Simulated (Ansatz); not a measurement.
**Hypothetical P6_3/mmc GeS2, response to strain**

Take GeS2 in the 2H-MoS2 type structure (space group P6_3/mmc, No. 194; a = 3.4270 Å, c = 10.6220 Å; a hypothetical phase, not in the database extracts checked; layered, stacked along the Cartesian z axis) as the base.

Strains are applied to the cell and any free atomic positions relax.

The values are results of Kohn–Sham DFT with the PBE-D3(BJ) functional, run in Ansatz (an electronic-structure program) with PAW and 420 eV plane waves, no SOC, not measurements.

Notes on the quantities. energy relative to the base: free energy F.

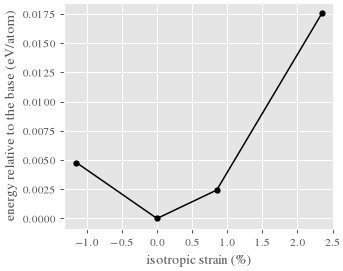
Figure: Energy relative to the base against isotropic strain

Q: From the plot, what is the energy relative to the base for isotropic strain +2.35 %?

A: About 0.018 eV/atom.

Q: Is the trend monotonic over the range shown?

A: No, it turns within the range, spanning 0 meV/atom to +18 meV/atom.

No phonon test of stability was made. The final runs are not spin-polarised.
